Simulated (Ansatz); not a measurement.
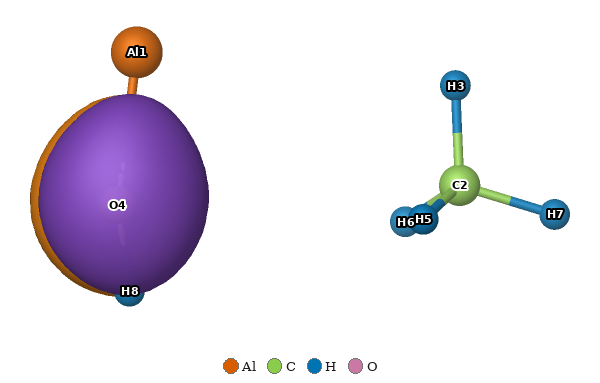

Figure. AlHO···CH₄. The HOMO−1 at ±0.15 Å⁻³ᐟ² (orange and purple are the two phases), seen across its widest extent.

The product side of a reaction path; geometry: PBE0-D4/def2-TZVP.

Level of theory: RKS PBE0-D4/def2-TZVPP (Ansatz).

```yaml
atoms:
  - { symbol: Al, position_ang: [-2.3988, 0.8136, 0.6335] }
  - { symbol: C, position_ang: [1.1718, 0.2815, -0.6416] }
  - { symbol: H, position_ang: [0.7273, 1.2375, -0.9194] }
  - { symbol: O, position_ang: [-1.9579, -0.7081, 1.1859] }
  - { symbol: H, position_ang: [1.2099, 0.2009, 0.4445] }
  - { symbol: H, position_ang: [0.5669, -0.5308, -1.0437] }
  - { symbol: H, position_ang: [2.1811, 0.2216, -1.0483] }
  - { symbol: H, position_ang: [-1.5004, -1.5162, 1.3891] }
```

Q: What is the character of this orbital?

A: By Hirshfeld shares it lies mainly on O4 (about 80 %); largely a lone pair of O4. Its energy is −9.26 eV.
